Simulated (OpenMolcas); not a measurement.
# Ni²⁺ among point charges: CASSCF and CASPT2 levels and susceptibility

Aim: the splitting of the states of Ni²⁺ in the field of 6 point charges, its lowest levels with spin-orbit coupling and its magnetic susceptibility.

Program: OpenMolcas 26.06. Level of theory: state-averaged CASSCF and CASPT2, spin-orbit coupling by RASSI with atomic mean-field integrals. These are calculated values, not measurements, unless marked.

## Step 1: The system

```
Species                           : Ni²⁺ (nickel, Z = 28, 26 electrons)
Basis                             : ANO-RCC-VDZP [5s4p2d1f], 34 functions
Scalar Hamiltonian                : DKH2, point nucleus
Inactive shells                   : 1s 2s 2p 3s 3p
Active space                      : 8 electrons in 5 orbitals (3d)
Some configurations of this space : 3d⁸
Orbitals                          : optimised for each spin and parity, averaged over all roots
```

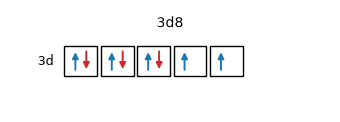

Occupation of the outer shells (arrows by Hund's rule).

The ion sits among 6 point charges of -1 e arranged as an octahedron (Oh), 1.77 Å from the ion.

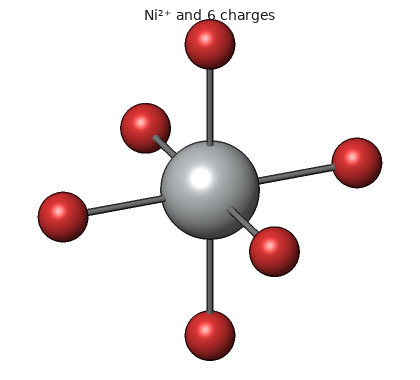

The ion and the point charges (red).

Each step is its own input file, run in one work folder so that later steps find the files of earlier ones. Labels, J, g values, rates, χT and fits are worked out afterwards by a script from the matrices that RASSI stores. The input lists half of the charges; inversion (Group=XYZ) makes the rest.

## Step 2: Basis and integrals

File a.inp:

```
&GATEWAY
Coord
1

Ni 0.0 0.0 0.0
Basis=ANO-RCC-VDZP
Group=XYZ
NoMove
AngMom=0.0 0.0 0.0
AMFI
XField
3 Angstrom 0
1.770000 0.000000 0.000000 -1.000000
0.000000 1.770000 0.000000 -1.000000
0.000000 0.000000 1.770000 -1.000000
&SEWARD
```

## Step 3: CASSCF: triplets of even parity, 10 roots

File a.inp:

```
&RASSCF
FileOrb=start.orb
Symmetry=1
Spin=3
nActEl=8 0 0
Inactive=3 6
Ras2=5 0
CIRoot=10 10 1
SDav=10
CIMx=300
Iter=120 100
PrWF=0.3
OrbListing=Nothing
MaxOrb=0
>>> COPY $Project.JobIph JOB001
```

start.orb holds the contracted functions of the basis, ordered by shell, or the orbitals of the step before.

## Step 4: CASSCF: singlets of even parity, 15 roots

File a.inp:

```
&RASSCF
FileOrb=start.orb
Symmetry=1
Spin=1
nActEl=8 0 0
Inactive=3 6
Ras2=5 0
CIRoot=15 15 1
SDav=15
CIMx=300
Iter=120 100
PrWF=0.3
OrbListing=Nothing
MaxOrb=0
>>> COPY $Project.JobIph JOB002
```

## Step 5: RASSI: spin-orbit coupling between the states

File a.inp:

```
&RASSI
NrOfJobIphs=2 10 15
1 2 3 4 5 6 7 8 9 10
1 2 3 4 5 6 7 8 9 10 11 12 13 14 15
IphNames
JOB001
JOB002
EJob
SpinOrbit
DIPRint=1.0
SOCoupling=1000.0
Subsets=2
Property=9
'ANGMOM' 1 'ANGMOM' 2 'ANGMOM' 3 'MLTPL  1' 1 'MLTPL  1' 2 'MLTPL  1' 3
'AMFI' 1 'AMFI' 2 'AMFI' 3
SOProperty=3
'ANGMOM' 1 'ANGMOM' 2 'ANGMOM' 3
```

## Step 6: CASPT2: IPEA 0.25, imaginary shift 0.1 (closed shells correlated: 3s 3p)

File a.inp:

```
>>> COPY JOB001 $Project.JobIph
&CASPT2
Multistate=10 1 2 3 4 5 6 7 8 9 10
NoMult
Frozen=2 3
IPEA=0.25
Imaginary=0.1
MaxIter=60
WThr=0.0 0.3 0.05
PrWF=0.5
NoMix
>>> COPY JOB002 $Project.JobIph
&CASPT2
Multistate=15 1 2 3 4 5 6 7 8 9 10 11 12 13 14 15
NoMult
Frozen=2 3
IPEA=0.25
Imaginary=0.1
MaxIter=60
WThr=0.0 0.3 0.05
PrWF=0.5
NoMix
```

(Steps that only read results are left out.)

Q: Predict the outcome of this session. Wanted: spin-free ground state; first state of the same spin within the active space; lowest level; next level.

As calculated:

| quantity | value |
| --- | --- |
| method | SS-CASPT2, IPEA 0.25, imaginary shift 0.1 (closed shells correlated: 3s 3p) |
| spin-free ground state | 3A2, 1-fold in its orbital part |
| first state of the same spin within the active space | 3T2 at 3760 cm⁻¹ |
| lowest level | 3-fold T2 |
| next level | 3523.0 cm⁻¹ |
| χT at 300 K | 1.85 cm³ K/mol |
| effective moment at 300 K | 3.85 μB |

Cost by method:

```csv
method,time of its own steps,time with the reference
A. CASSCF,4.6 s,4.6 s
"B. SS-CASPT2, IPEA 0.25, imaginary shift 0.1, +3s 3p",1.4 s,6 s
```

Times are of one thread on a shared host.

In words: The spin-free ground state (3A2) comes to 100 % from free-ion F terms and keeps the highest spin of the shell. χT at 300 K is 1.85, against 1.00 cm³ K/mol for the spin alone, so orbital moment adds to it. CASPT2 does not keep the components of a term degenerate, and the means are used. The field of point charges can differ much from that of real complexes. This is an electrostatic model: the charges have no orbitals.
